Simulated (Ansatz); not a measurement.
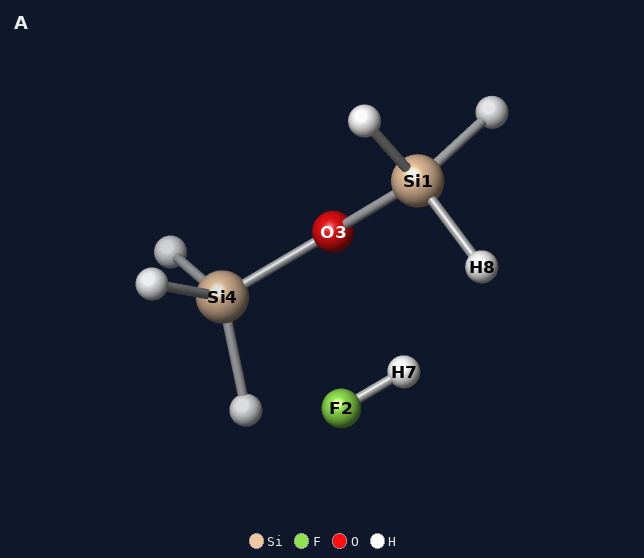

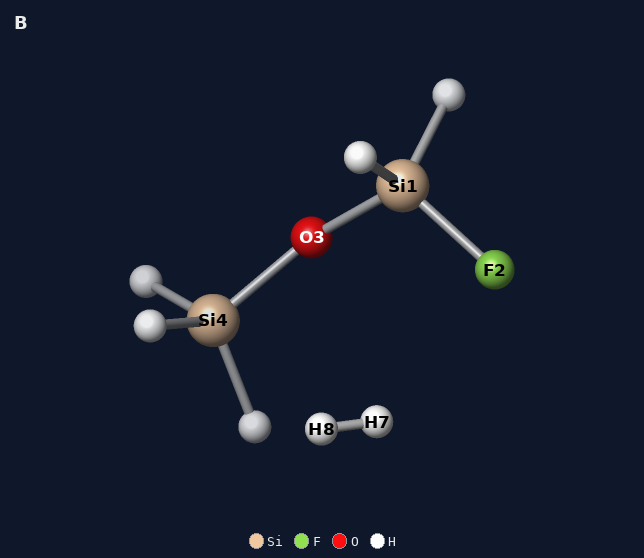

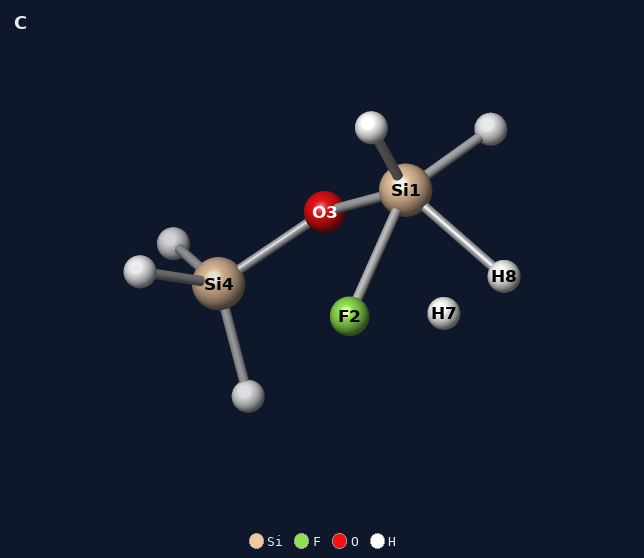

Three stationary points along one reaction path, in mixed order. Sticks follow a distance rule, so a partial bond may show as a full stick or not at all. The species is neutral and a spin singlet. Geometries: PBE0-D4/def2-TZVP; all other levels are single points on them, and energies count from the start as drawn. Program: Ansatz 0.2.0. In CBS estimates cores are frozen, and CCSD(T) − MP2 is taken in the smaller basis.

> Which panel shows the transition state?

C.

> Which bonds form and which break from B to A?

Formed: Si1–H8, F2–H7; broken: Si1–F2, H7–H8. At the saddle point Si1···H8 is 1.70 Å, F2···H7 is 1.21 Å, Si1···F2 is 1.98 Å, H7···H8 is 0.97 Å.

Give the electronic barrier and the reaction energy from B to A in kcal/mol (no zero-point energy) with CCSD(T)/CBS (MP2 limit from def2-TZVPP and def2-QZVPP plus CCSD(T) − MP2); B3LYP-D4/def2-TZVPP; B2PLYP (frozen core)/def2-TZVPP; PBE-D4/STO-3G; ωB97M-V/def2-TZVPP; BLYP-D4/def2-TZVPP; RHF/STO-3G; ωB97X-V/def2-TZVPP.

```tsv
level	barrier	reaction energy
CCSD(T)/CBS (MP2 limit from def2-TZVPP and def2-QZVPP plus CCSD(T) − MP2)	62.9	+31.0
B3LYP-D4/def2-TZVPP	60.7	+30.4
B2PLYP (frozen core)/def2-TZVPP	62.2	+31.1
PBE-D4/STO-3G	52.3	+33.1
ωB97M-V/def2-TZVPP	59.9	+30.5
BLYP-D4/def2-TZVPP	57.5	+30.3
RHF/STO-3G	96.9	+22.0
ωB97X-V/def2-TZVPP	60.6	+30.3
```
